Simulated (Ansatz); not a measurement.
# CHN with GeH₄: superposition error and deformation

Aim: split the binding of a pair into the counterpoise interaction, the basis-set superposition error and the cost of deforming the fragments.

Program: Ansatz 0.2.0, Gaussian basis. Level of theory: PBE0-D4 structures, single points in def2-TZVPPD. These are calculated values, not measurements.

Levels: PBE-D4, revPBE-D4, BLYP-D4, r2SCAN-D4, B97M-V, PBE0-D4, B3LYP-D4, HSE06-D4, wB97X-V, wB97M-V, B2PLYP, Hartree-Fock, MP2, CCSD, CCSD(T).

Correlated methods freeze the cores. Filled d shells of the heavier atoms are correlated. B3LYP uses VWN-RPA correlation. B2PLYP carries no dispersion term here.

129 further runs of the same task are left out: 129 set aside as unsound or not needed. Runs told in other sessions of the task aren't counted.

## (1) The system as given

The relaxed pair: 8 atoms, charge 0, spin multiplicity 1.

Atoms are counted from 1 here; the program's logs count them from 0.

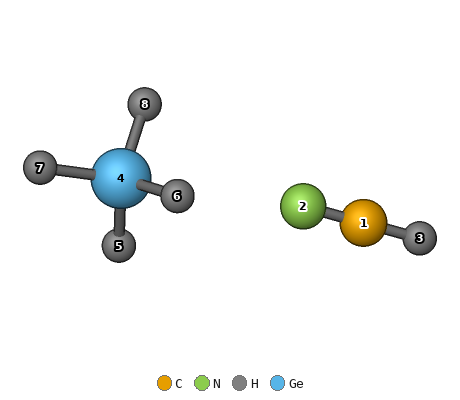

As it starts; carbon amber, nitrogen green, hydrogen grey, germanium blue; atoms are numbered from 1 in the order of the file.

As a file:

```
atom    x (Å)    y (Å)    z (Å)
  C1  -0.0902   0.3957  -2.8657
  N2  -0.0499   0.3505  -1.7221
  H3  -0.1278   0.4379  -3.9330
 Ge4   0.0533  -0.2344   1.6932
  H5  -1.3283  -0.6248   1.1559
  H6   1.1413  -1.0624   0.9999
  H7   0.0978  -0.5231   3.2047
  H8   0.3040   1.2607   1.4669
```

Atoms 1 to 3 are fragment A (CHN), the rest fragment B (GeH₄). From earlier runs, pair energy (eV) and counterpoise interaction (meV):

```
      method       E(pair)  interaction
      PBE-D4  -59114.30199          -54
   revPBE-D4  -59121.53152          -38
     BLYP-D4  -59127.16115          -39
   r2SCAN-D4  -59124.40618          -42
      B97M-V  -59115.57891          -60
     PBE0-D4  -59115.90532          -52
    B3LYP-D4  -59127.98845          -48
    HSE06-D4  -59115.75757          -53
     wB97X-V  -59120.27369          -56
     wB97M-V  -59121.82765          -55
      B2PLYP  -59114.23267          -27
Hartree-Fock  -59064.83241           -7
         MP2  -59081.90164          -55
     CCSD(T)  -59083.27685          -49
```

First each fragment is run alone in its own basis, frozen in the shape it has in the pair (a, b).

## (2) PBE-D4/def2-TZVPPD

File a/in.yaml:

```yaml
crystal:
  periodic: [false, false, false]
  atoms:
    - {symbol: C, position_ang: [-0.090214, 0.395705, -2.865682]}
    - {symbol: N, position_ang: [-0.049946, 0.350534, -1.722101]}
    - {symbol: H, position_ang: [-0.127845, 0.437931, -3.932952]}
basis:
  gaussian: {orbitals: "def2-TZVPPD.json"}
hamiltonian: {xc: pbe, dispersion: d4}
```

File b/in.yaml:

```yaml
crystal:
  periodic: [false, false, false]
  atoms:
    - {symbol: Ge, position_ang: [0.053311, -0.234361, 1.693231]}
    - {symbol: H, position_ang: [-1.328302, -0.624838, 1.155917]}
    - {symbol: H, position_ang: [1.141310, -1.062441, 0.999898]}
    - {symbol: H, position_ang: [0.097796, -0.523120, 3.204716]}
    - {symbol: H, position_ang: [0.303990, 1.260692, 1.466872]}
basis:
  gaussian: {orbitals: "def2-TZVPPD.json"}
hamiltonian: {xc: pbe, dispersion: d4}
```

The basis file named in the input lies beside it (Basis Set Exchange, JSON).

One command serves all of them, each in its own folder.

The run is started by

```sh
$ ansatz run in.yaml --threads 4 --pin off --events-out ev --progress --plain --max-ram 9574MiB
```

Log of a:

```text
Functional definition: PBE
  name "PBE"
  cite "Perdew, Burke & Ernzerhof, Phys. Rev. Lett. 77, 3865 (1996) doi:10.1103/PhysRevLett.77.3865"
  parent pbe
  parameter kappa = 0.804
  parameter beta = 0.06672455060314922
  exchange = pbe_x(kappa = kappa, mu = beta*pi^2/3)
  correlation = pbe_c(beta = beta)
412 factors; their error is unknown
mean field evaluation 1: about -2535.4494 eV, gradient 4.7e1 eV
mean field evaluation 2: about -2519.8127 eV, gradient 9.0e1 eV
mean field evaluation 4: about -2540.0838 eV, gradient 3.9e0 eV
mean field evaluation 8: about -2540.1150 eV, gradient 4.7e-2 eV
mean field -2540.11500385 eV, -93.3475046398 hartree, gradient 7.9e-6 eV, S^2 0.000000; 0 other end points of the search recorded, 0 dependent functions left out
reference -2540.11503218 eV, -93.3475056808 hartree; 7, 7 occupied and 84, 84 virtual orbitals, 412 factors
Total energy: -2540.13355932 eV, -93.3481865406 hartree
```

Log of b, cut to the lines that bear on the results:

```text
[... 4 set-up lines as earlier in the session ...]
[...]
609 factors; their error is unknown
[...]
mean field -56574.06723187 eV, -2079.0586234911 hartree, gradient 7.5e-5 eV, S^2 0.000000; 0 other end points of the search recorded, 0 dependent functions left out
reference -56574.06726300 eV, -2079.0586246352 hartree; 18, 18 occupied and 104, 104 virtual orbitals, 609 factors
Total energy: -56574.11024798 eV, -2079.0602043041 hartree
```

Times: 0.35 s (a), 0.6 s (b) on 4 threads of Intel Xeon Platinum 8259CL at 2.50GHz, shared host.

## (3) r2SCAN-D4/def2-TZVPPD

Each input of step 2 (a, b) changes in the same lines:

```diff
-hamiltonian: {xc: pbe, dispersion: d4}
+hamiltonian: {xc: r2scan, dispersion: d4}
```

The same command starts each run, in its folder.

The run is started by

```sh
$ ansatz run in.yaml --threads 4 --pin off --events-out ev --progress --plain --max-ram 9574MiB
```

a printed, cut to the lines that bear on the results:

```text
Functional definition: r2SCAN
  name "r2SCAN"
  cite "Furness, Kaplan, Ning, Perdew & Sun, J. Phys. Chem. Lett. 11, 8208 (2020) doi:10.1021/acs.jpclett.0c02405"
  cite "Furness, Kaplan, Ning, Perdew & Sun, J. Phys. Chem. Lett. 11, 9248 (2020) doi:10.1021/acs.jpclett.0c03077"
  parent r2scan
[...]
412 factors; their error is unknown
[...]
mean field -2541.67326840 eV, -93.4047698058 hartree, gradient 4.1e-5 eV, S^2 0.000000; 0 other end points of the search recorded, 0 dependent functions left out
reference -2541.67327645 eV, -93.4047701016 hartree; 7, 7 occupied and 84, 84 virtual orbitals, 412 factors
Total energy: -2541.67745546 eV, -93.4049236772 hartree
```

b printed, cut to the lines that bear on the results:

```text
[... 5 set-up lines as earlier in the session ...]
[...]
609 factors; their error is unknown
[...]
mean field -56582.67259602 eV, -2079.3748647907 hartree, gradient 5.3e-5 eV, S^2 0.000000; 0 other end points of the search recorded, 0 dependent functions left out
reference -56582.67260489 eV, -2079.3748651167 hartree; 18, 18 occupied and 104, 104 virtual orbitals, 609 factors
Total energy: -56582.68218399 eV, -2079.3752171423 hartree
```

Times: 0.65 s (a), 0.95 s (b) on 4 threads of Intel Xeon Platinum 8259CL at 2.50GHz, shared host.

## (4) PBE0-D4/def2-TZVPPD

Each input of step 3 (a, b) changes in the same lines:

```diff
-hamiltonian: {xc: r2scan, dispersion: d4}
+hamiltonian: {xc: pbe0, dispersion: d4}
+output: {orbitals: {seedname: orbitals}}
```

One command serves all of them, each in its own folder.

The run is started by

```sh
$ ansatz run in.yaml --threads 4 --pin off --events-out ev --progress --plain --max-ram 9574MiB
```

Output in a, cut to the lines that bear on the results:

```text
Functional definition: PBE0
  name "PBE0"
  cite "Adamo & Barone, J. Chem. Phys. 110, 6158 (1999) doi:10.1063/1.478522"
[... 2 set-up lines as earlier in the session ...]
[...]
412 factors; their error is unknown
[...]
mean field -2540.07409473 eV, -93.3460012574 hartree, gradient 7.8e-5 eV, S^2 0.000000; 0 other end points of the search recorded, 0 dependent functions left out
reference -2540.07411609 eV, -93.3460020424 hartree; 7, 7 occupied and 84, 84 virtual orbitals, 412 factors
Total energy: -2540.08913299 eV, -93.3465539031 hartree
```

Log of b, cut to the lines that bear on the results:

```text
[... 5 set-up lines as earlier in the session ...]
[...]
662 factors; their error is unknown
[...]
mean field -56575.72442001 eV, -2079.1195240319 hartree, gradient 4.3e-5 eV, S^2 0.000000; 0 other end points of the search recorded, 0 dependent functions left out
reference -56575.72444430 eV, -2079.1195249246 hartree; 18, 18 occupied and 104, 104 virtual orbitals, 662 factors
Total energy: -56575.75969990 eV, -2079.1208205440 hartree
```

Wall times: 0.35 s (a), 0.65 s (b) on 4 threads of Intel Xeon Platinum 8259CL at 2.50GHz, shared host.

## (5) B3LYP-D4/def2-TZVPPD

Each input of step 4 (a, b) changes in the same lines:

```diff
-hamiltonian: {xc: pbe0, dispersion: d4}
-output: {orbitals: {seedname: orbitals}}
+hamiltonian: {xc: {name: B3LYP}, dispersion: d4}
```

One command serves all of them, each in its own folder.

The run is started by

```sh
$ ansatz run in.yaml --threads 4 --pin off --events-out ev --progress --plain --max-ram 9574MiB
```

a printed, cut to the lines that bear on the results:

```text
Functional definition: B3LYP
  name "B3LYP"
  cite "Stephens, Devlin, Chabalowski & Frisch, J. Phys. Chem. 98, 11623 (1994) doi:10.1021/j100096a001"
  cite "Becke, Phys. Rev. A 38, 3098 (1988) doi:10.1103/PhysRevA.38.3098"
  cite "Lee, Yang & Parr, Phys. Rev. B 37, 785 (1988) doi:10.1103/PhysRevB.37.785"
  cite "Vosko, Wilk & Nusair, Can. J. Phys. 58, 1200 (1980) doi:10.1139/p80-159"
[...]
412 factors; their error is unknown
[...]
mean field -2543.31068146 eV, -93.4649436257 hartree, gradient 2.6e-5 eV, S^2 0.000000; 0 other end points of the search recorded, 0 dependent functions left out
reference -2543.31085954 eV, -93.4649501701 hartree; 7, 7 occupied and 84, 84 virtual orbitals, 412 factors
Total energy: -2543.34088156 eV, -93.4660534588 hartree
```

b printed, cut to the lines that bear on the results:

```text
[... 6 set-up lines as earlier in the session ...]
[...]
650 factors; their error is unknown
[...]
mean field -56584.52502997 eV, -2079.4429404828 hartree, gradient 1.2e-5 eV, S^2 0.000000; 0 other end points of the search recorded, 0 dependent functions left out
reference -56584.52523764 eV, -2079.4429481145 hartree; 18, 18 occupied and 104, 104 virtual orbitals, 650 factors
Total energy: -56584.59521298 eV, -2079.4455196607 hartree
```

They took 0.4 s (a), 0.75 s (b) on 4 threads of Intel Xeon Platinum 8259CL at 2.50GHz, shared host.

## (6) wB97X-V/def2-TZVPPD

Each input of step 5 (a, b) changes in the same lines:

```diff
-hamiltonian: {xc: {name: B3LYP}, dispersion: d4}
+hamiltonian: {xc: {name: wB97X-V}}
```

One command serves all of them, each in its own folder.

The run is started by

```sh
$ ansatz run in.yaml --threads 4 --pin off --events-out ev --progress --plain --max-ram 9574MiB
```

Output in a, cut to the lines that bear on the results:

```text
Functional definition: wB97X-V
  name "wB97X-V"
  cite "Mardirossian & Head-Gordon, Phys. Chem. Chem. Phys. 16, 9904 (2014) doi:10.1039/C3CP54374A"
  cite "Becke, J. Chem. Phys. 107, 8554 (1997) doi:10.1063/1.475007"
  cite "Vydrov & Van Voorhis, J. Chem. Phys. 133, 244103 (2010) doi:10.1063/1.3521275"
[...]
      + integral(e_c_pw_opposite_spin*poly(b97_u_opposite, cos0, cos1)) + vv10(b, c)
412 factors; their error is unknown
112 factors; integrals over basis functions are off by at most 7.7e-5 eV
[...]
mean field -2542.36423497 eV, -93.4301623587 hartree, gradient 5.6e-5 eV, S^2 0.000000; 0 other end points of the search recorded, 0 dependent functions left out
reference -2542.36423363 eV, -93.4301623095 hartree; 7, 7 occupied and 84, 84 virtual orbitals, 412 factors
Total energy: -2542.36423363 eV, -93.4301623095 hartree
```

b printed, cut to the lines that bear on the results:

```text
[... 5 set-up lines as earlier in the session ...]
[...]
      + integral(e_c_pw_opposite_spin*poly(b97_u_opposite, cos0, cos1)) + vv10(b, c)
650 factors; their error is unknown
179 factors; integrals over basis functions are off by at most 1.3e-5 eV
[...]
mean field -56577.84958520 eV, -2079.1976224123 hartree, gradient 3.4e-5 eV, S^2 0.000000; 0 other end points of the search recorded, 0 dependent functions left out
reference -56577.84958365 eV, -2079.1976223553 hartree; 18, 18 occupied and 104, 104 virtual orbitals, 650 factors
Total energy: -56577.84958365 eV, -2079.1976223553 hartree
```

They took 0.95 s (a), 1.8 s (b) on 4 threads of Intel Xeon Platinum 8259CL at 2.50GHz, shared host.

## (7) wB97M-V/def2-TZVPPD

The same edit goes into each in.yaml of step 6 (a, b):

```diff
-hamiltonian: {xc: {name: wB97X-V}}
+hamiltonian: {xc: {name: wB97M-V}}
```

Each run has its own folder and the same command.

The run is started by

```sh
$ ansatz run in.yaml --threads 4 --pin off --events-out ev --progress --plain --max-ram 9574MiB
```

Log of a, cut to the lines that bear on the results:

```text
Functional definition: wB97M-V
  name "wB97M-V"
  cite "Mardirossian & Head-Gordon, J. Chem. Phys. 144, 214110 (2016) doi:10.1063/1.4952647"
[... 2 set-up lines as earlier in the session ...]
  # Of w^i u^j: cxij and so on, Table III.
[...]
  gx(w, u) = 1 - cx + cx01*u + cx10*w
[...]
      + integral(e_c_pw_mod_opposite_spin*gos(b97_w_opposite, b97_u_opposite)) + vv10(b, c)
412 factors; their error is unknown
112 factors; integrals over basis functions are off by at most 7.7e-5 eV
[...]
mean field -2542.44428971 eV, -93.4331043162 hartree, gradient 5.8e-5 eV, S^2 0.000000; 0 other end points of the search recorded, 0 dependent functions left out
reference -2542.44432339 eV, -93.4331055538 hartree; 7, 7 occupied and 84, 84 virtual orbitals, 412 factors
Total energy: -2542.44432339 eV, -93.4331055538 hartree
```

Log of b, cut to the lines that bear on the results:

```text
[... 5 set-up lines as earlier in the session ...]
  # Of w^i u^j: cxij and so on, Table III.
[...]
  gx(w, u) = 1 - cx + cx01*u + cx10*w
[...]
      + integral(e_c_pw_mod_opposite_spin*gos(b97_w_opposite, b97_u_opposite)) + vv10(b, c)
650 factors; their error is unknown
179 factors; integrals over basis functions are off by at most 1.3e-5 eV
[...]
mean field -56579.32355891 eV, -2079.2517899468 hartree, gradient 2.0e-5 eV, S^2 0.000000; 0 other end points of the search recorded, 0 dependent functions left out
reference -56579.32359723 eV, -2079.2517913552 hartree; 18, 18 occupied and 104, 104 virtual orbitals, 650 factors
Total energy: -56579.32359723 eV, -2079.2517913552 hartree
```

Wall times: 0.9 s (a), 2 s (b) on 4 threads of Intel Xeon Platinum 8259CL at 2.50GHz, shared host.

## (8) B2PLYP/def2-TZVPPD

The same edit goes into each in.yaml of step 7 (a, b):

```diff
-hamiltonian: {xc: {name: wB97M-V}}
+hamiltonian: {xc: {name: B2PLYP}}
```

Each run has its own folder and the same command.

The run is started by

```sh
$ ansatz run in.yaml --threads 4 --pin off --events-out ev --progress --plain --max-ram 9574MiB
```

Output in a, cut to the lines that bear on the results:

```text
Functional definition: B2PLYP
  name "B2PLYP"
  cite "Grimme, J. Chem. Phys. 124, 034108 (2006) doi:10.1063/1.2148954"
[... 2 set-up lines as earlier in the session ...]
[...]
554 factors; integrals over basis functions are off by at most 1.0e-3 eV
[...]
mean field -2538.22777643 eV, -93.2781503114 hartree, gradient 4.3e-6 eV, S^2 0.000000; 0 other end points of the search recorded, 0 dependent functions left out
2 core orbitals not correlated: weight in the atoms' cores, before any rotation towards them, 1.000 or more for the frozen orbitals, at most 0.000 for the correlated occupied ones
reference -2538.22788729 eV, -93.2781543851 hartree; 5, 5 occupied and 84, 84 virtual orbitals, 554 factors
second order -11.64229774 eV of doubles, -0.00000000 eV of singles
Total energy: -2541.37130768 eV, -93.3936729538 hartree
```

b printed, cut to the lines that bear on the results:

```text
[... 5 set-up lines as earlier in the session ...]
[...]
694 factors; integrals over basis functions are off by at most 6.3e-4 eV
[...]
mean field -56570.31212901 eV, -2078.9206260062 hartree, gradient 1.7e-6 eV, S^2 0.000000; 0 other end points of the search recorded, 0 dependent functions left out
9 core orbitals not correlated: weight in the atoms' cores, before any rotation towards them, 1.000 or more for the frozen orbitals, at most 0.000 for the correlated occupied ones
reference -56570.31226293 eV, -2078.9206309276 hartree; 9, 9 occupied and 104, 104 virtual orbitals, 694 factors
second order -9.30363072 eV of doubles, -0.00000000 eV of singles
Total energy: -56572.82424322 eV, -2079.0129445008 hartree
```

Wall times: 0.7 s (a), 1.4 s (b) on 4 threads of Intel Xeon Platinum 8259CL at 2.50GHz, shared host.

## (9) BLYP-D4/def2-TZVPPD

The same edit goes into each in.yaml of step 8 (a, b):

```diff
-hamiltonian: {xc: {name: B2PLYP}}
+hamiltonian: {xc: {name: BLYP}, dispersion: d4}
```

Each run has its own folder and the same command.

The run is started by

```sh
$ ansatz run in.yaml --threads 4 --pin off --events-out ev --progress --plain --max-ram 9574MiB
```

Log of a, cut to the lines that bear on the results:

```text
Functional definition: BLYP
  name "BLYP"
[... 2 set-up lines as earlier in the session ...]
[...]
412 factors; their error is unknown
[...]
mean field -2542.73573545 eV, -93.4438147498 hartree, gradient 1.2e-5 eV, S^2 0.000000; 0 other end points of the search recorded, 0 dependent functions left out
reference -2542.73596965 eV, -93.4438233563 hartree; 7, 7 occupied and 84, 84 virtual orbitals, 412 factors
Total energy: -2542.77990028 eV, -93.4454377771 hartree
```

Output in b, cut to the lines that bear on the results:

```text
[... 4 set-up lines as earlier in the session ...]
[...]
609 factors; their error is unknown
[...]
mean field -56584.23758670 eV, -2079.4323771376 hartree, gradient 7.1e-5 eV, S^2 0.000000; 0 other end points of the search recorded, 0 dependent functions left out
reference -56584.23785549 eV, -2079.4323870154 hartree; 18, 18 occupied and 104, 104 virtual orbitals, 609 factors
Total energy: -56584.33665600 eV, -2079.4360178670 hartree
```

Wall times: 0.4 s (a), 0.65 s (b) on 4 threads of Intel Xeon Platinum 8259CL at 2.50GHz, shared host.

## (10) revPBE-D4/def2-TZVPPD

The same edit goes into each in.yaml of step 9 (a, b):

```diff
-hamiltonian: {xc: {name: BLYP}, dispersion: d4}
+hamiltonian: {xc: {name: revPBE}, dispersion: d4}
```

Each run has its own folder and the same command.

The run is started by

```sh
$ ansatz run in.yaml --threads 4 --pin off --events-out ev --progress --plain --max-ram 9574MiB
```

Log of a, cut to the lines that bear on the results:

```text
Functional definition: revPBE
  name "revPBE"
  cite "Zhang & Yang, Phys. Rev. Lett. 80, 890 (1998) doi:10.1103/PhysRevLett.80.890"
[... 1 set-up line as earlier in the session ...]
[...]
412 factors; their error is unknown
[...]
mean field -2542.61479611 eV, -93.4393703107 hartree, gradient 8.8e-5 eV, S^2 0.000000; 0 other end points of the search recorded, 0 dependent functions left out
reference -2542.61483088 eV, -93.4393715886 hartree; 7, 7 occupied and 84, 84 virtual orbitals, 412 factors
Total energy: -2542.68944710 eV, -93.4421136839 hartree
```

Log of b, cut to the lines that bear on the results:

```text
[... 4 set-up lines as earlier in the session ...]
[...]
609 factors; their error is unknown
[...]
mean field -56578.65246154 eV, -2079.2271275734 hartree, gradient 8.3e-5 eV, S^2 0.000000; 0 other end points of the search recorded, 0 dependent functions left out
reference -56578.65249948 eV, -2079.2271289679 hartree; 18, 18 occupied and 104, 104 virtual orbitals, 609 factors
Total energy: -56578.79946422 eV, -2079.2325298225 hartree
```

They took 0.3 s (a), 0.55 s (b) on 4 threads of Intel Xeon Platinum 8259CL at 2.50GHz, shared host.

## (11) B97M-V/def2-TZVPPD

The same edit goes into each in.yaml of step 10 (a, b):

```diff
-hamiltonian: {xc: {name: revPBE}, dispersion: d4}
+hamiltonian: {xc: {name: B97M-V}}
```

One command serves all of them, each in its own folder.

The run is started by

```sh
$ ansatz run in.yaml --threads 4 --pin off --events-out ev --progress --plain --max-ram 9574MiB
```

a printed, cut to the lines that bear on the results:

```text
Functional definition: B97M-V
  name "B97M-V"
  cite "Mardirossian & Head-Gordon, J. Chem. Phys. 142, 074111 (2015) doi:10.1063/1.4907719"
[... 2 set-up lines as earlier in the session ...]
  # Of w^i u^j: cxij and so on, Table III.
[...]
  gx(w, u) = cx00 + cx01*u + cx02*u^2 + (cx10 + cx11*u)*w
[...]
  gos(w, u) = cos00 + cos01*u + cos03*u^3 + cos10*w + cos32*w^3*u^2
[...]
      + integral(e_c_pw_mod_opposite_spin*gos(b97_w_opposite, b97_u_opposite)) + vv10(b, c)
412 factors; their error is unknown
[...]
mean field -2542.94218625 eV, -93.4514016767 hartree, gradient 1.1e-5 eV, S^2 0.000000; 0 other end points of the search recorded, 0 dependent functions left out
reference -2542.94222628 eV, -93.4514031477 hartree; 7, 7 occupied and 84, 84 virtual orbitals, 412 factors
Total energy: -2542.94222628 eV, -93.4514031477 hartree
```

b printed, cut to the lines that bear on the results:

```text
[... 5 set-up lines as earlier in the session ...]
  # Of w^i u^j: cxij and so on, Table III.
[...]
  gx(w, u) = cx00 + cx01*u + cx02*u^2 + (cx10 + cx11*u)*w
[...]
  gos(w, u) = cos00 + cos01*u + cos03*u^3 + cos10*w + cos32*w^3*u^2
[...]
      + integral(e_c_pw_mod_opposite_spin*gos(b97_w_opposite, b97_u_opposite)) + vv10(b, c)
609 factors; their error is unknown
[...]
mean field -56572.57307737 eV, -2079.0037143259 hartree, gradient 3.0e-5 eV, S^2 0.000000; 0 other end points of the search recorded, 0 dependent functions left out
reference -56572.57312253 eV, -2079.0037159856 hartree; 18, 18 occupied and 104, 104 virtual orbitals, 609 factors
Total energy: -56572.57312253 eV, -2079.0037159856 hartree
```

They took 0.75 s (a), 1.9 s (b) on 4 threads of Intel Xeon Platinum 8259CL at 2.50GHz, shared host.

[end of part 1 of 3]
